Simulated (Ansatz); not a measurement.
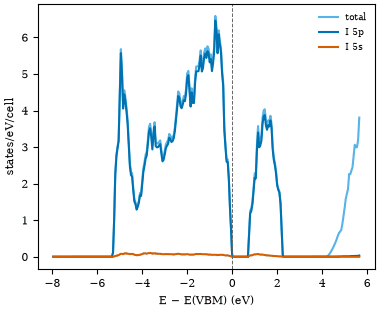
*Total and projected density of states of I (molecular I2 type, space group No. 64), LDA (plane waves, PAW; program Ansatz)*

**Question.** Which orbitals carry the states next to the gap?

**Answer.** Top 1 eV of the valence band: I 5p 98 %. Bottom 1 eV of the conduction band: I 5p 96 %. Projections are on Löwdin-orthogonalised atomic valence shells; empty p or d shells of many metals are not among them.

**Question.** Where is the tallest occupied peak in this window, and what makes it?

**Answer.** Near -0.8 eV, about 6.6 states/eV per cell; the largest projected share is I 5p.

Space group Cmce (molecular I2 type). The cell was relaxed with LDA under the symmetry of its start. A crystal of weakly bound molecules computed without a dispersion correction: the cell and the soft elastic constants depend strongly on that. Scalar-relativistic: spin–orbit coupling is off unless named, which matters more the heavier the elements.

Potentials: the later of the program's two PAW sets.
